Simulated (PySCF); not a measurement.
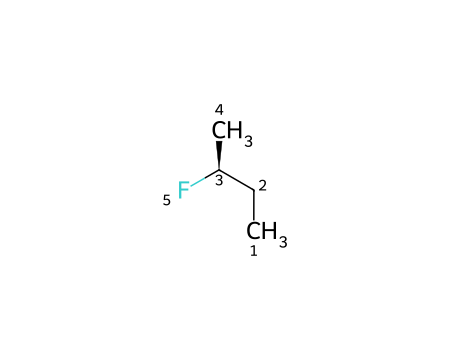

Skeletal drawing with numbered atoms; wedges and dashes mark any stereocentres. The configuration is that of a computed structure (PBE0-D3(BJ)/def2-TZVP).

### Assign CIP descriptors.

C3: S.
